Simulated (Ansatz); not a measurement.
## What Mo → W does to MoSe2

The parent structure is MoSe2 in the 2H-MoS2 type structure (space group P6_3/mmc, No. 194; a = 3.228 Å, c = 12.347 Å; layered, stacked along the Cartesian z axis).

One thing is altered: every Mo is replaced by W; the structure is relaxed again.

Computed with PBEsol-D3(BJ) in Ansatz (plane waves to 420 eV, PAW, no spin-orbit coupling). Γ-centred 12×12×3 mesh, Fermi–Dirac width 0.05 eV.

```csv
quantity,base,changed,shift
density,7.57 g/cm³,10.12 g/cm³,+2.55 g/cm³
lattice parameter a,322.8 pm,323.1 pm,+0.3 pm
c/a ratio,3.825,3.842,+0.017
space group,P6_3/mmc (No. 194),P6_3/mmc (No. 194),–
band gap,0.54 eV,0.68 eV,+0.14 eV
gap character,"indirect, Γ → K–Γ (47 % along)","indirect, Γ → K–Γ (47 % along)",–
smallest direct gap,1.54 eV,1.65 eV,+0.115 eV
width of the top valence band,1.53 eV,1.63 eV,+0.10 eV
hole mass,"2.1 mₑ along c, 0.62 mₑ across (at Γ)","1.5 mₑ along c, 0.60 mₑ across (at Γ)",–
"valence-band top at Γ (three highest levels, from the VBM)","0.00, -0.52, -1.48 eV","0.00, -0.78, -1.47 eV",–
```

Final structure:

```xyz
6
Lattice="3.2306 0.0000 0.0000 -1.6153 2.7978 0.0000 0.0000 0.0000 12.4134" Properties=species:S:1:pos:R:3 pbc="T T T"
W      0.0000     1.8652     3.1034
W      1.6153     0.9326     9.3101
Se     0.0000     1.8652     7.6291
Se     1.6153     0.9326     1.4224
Se     1.6153     0.9326     4.7843
Se     0.0000     1.8652    10.9911
```

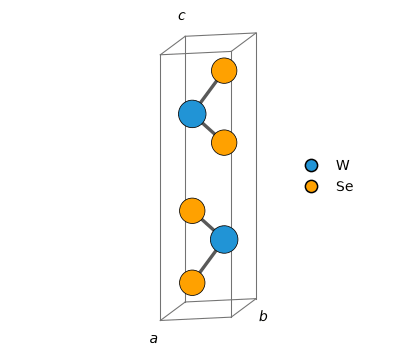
Figure: The relaxed conventional cell after the change

With W present, leaving out spin-orbit coupling can change the band edges. Effective masses come from finite differences of ±0.01 Å⁻¹. No phonon test of stability was made.

Ansatz is an electronic-structure program.
